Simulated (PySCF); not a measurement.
C2H6Se, charge +1, doublet, SMILES `CC[SeH+]`.

Computed with PySCF, LDA (SVWN)/aug-cc-pVDZ, geometry: GFN2-xTB. No frequency check shows the geometry to be a minimum. The stability of the open-shell solution wasn't checked. GFN2-xTB bond lengths at metals and heavier atoms can be off by up to 0.1 Å and shapes distorted, which carries into these values. GFN2-xTB doesn't know the spin state, so this open-shell geometry is rough.

Input

```python
import numpy as np
from pyscf import gto, scf, dft
from pyscf.scf import atom_ks, atom_hf
from scipy.linalg import block_diag

def solve(mol, dm0=None, hcore=None):
    mf = (dft.UKS if mol.spin else dft.RKS)(mol, xc='svwn')
    mf.grids.level = 3
    mf = mf.density_fit(auxbasis='def2-universal-jkfit')
    mf.conv_tol, mf.max_cycle = 1e-8, 80
    if hcore is not None:
        mf.get_hcore = lambda *args: hcore
    mf.kernel(dm0)
    if not mf.converged:
        mf = mf.newton().run(mf.mo_coeff, mf.mo_occ, max_cycle=30)
    assert mf.converged, 'SCF not converged'
    return mf

mol = gto.M(atom='''
C      2.11046    -0.36931     0.00271
C      1.01205     0.66120    -0.00381
Se    -0.81348    -0.03179     0.00111
H      2.07401    -1.01301    -0.87535
H      3.07159     0.14165    -0.00203
H      2.07517    -0.99880     0.89099
H      1.08024     1.33036     0.86369
H      1.07981     1.31637    -0.88224
H     -0.45764    -1.44708    -0.02635
''', basis='aug-cc-pvdz', charge=1, spin=1, verbose=4)
field = np.array([-0.005, -0.0, -0.0])  # atomic units
mol.set_common_orig(mol.atom_charges() @ mol.atom_coords() / mol.atom_charges().sum())
mf = solve(mol)
out = dict(dm0=mf.make_rdm1(), d0=mf.dip_moment(unit='AU'), e0=mf.e_tot)
for name, sign in (('p', 1), ('m', -1)):
    h = mf.get_hcore() + sign * np.einsum('x,xij->ij', field, mol.intor('int1e_r'))
    mi = solve(mol, mf.make_rdm1(), h)
    out.update({'dm' + name: mi.make_rdm1(), 'd' + name: mi.dip_moment(unit='AU'), 'e' + name: mi.e_tot})
# spherically averaged free atoms, for the promolecule
atm = atom_ks.get_atm_nrks(mol, xc='svwn')
pro = block_diag(*[(atm[a[0]][2] * atm[a[0]][3]) @ atm[a[0]][2].T for a in mol._atom])
np.savez('result.npz', pro=pro, **out)
```

Run with:

```sh
OMP_NUM_THREADS=1 python input.py
```

The run took 48 s on 1 thread of Arm Neoverse V2, with other jobs on the host, peak memory 0.29 GiB.

Partitions, critical points and surface values were worked out afterwards from this run's density.

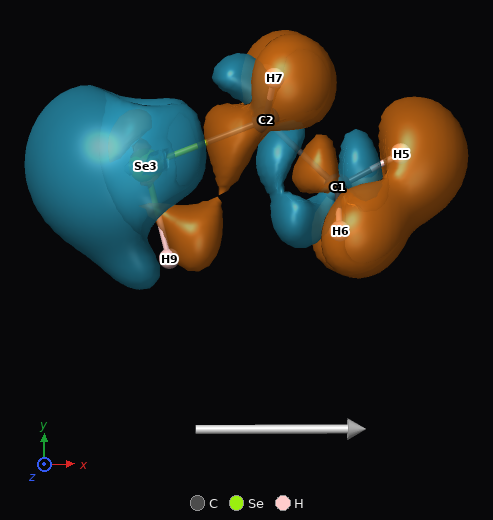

Change of the electron density in a uniform field of 0.26 V/Å along +x (arrow), surfaces at ±0.0015 e/Å³ (light blue: gain, orange: loss).

The field was applied in both directions; the picture shows the one opposite to the script's first.

> How large is the response?

The induced dipole is 0.88 D (along the field); α along this axis, from the fields in both directions, is 67 bohr³ (9.9 Å³). The response isn't linear: the two directions induce 0.83 and 0.88 D.
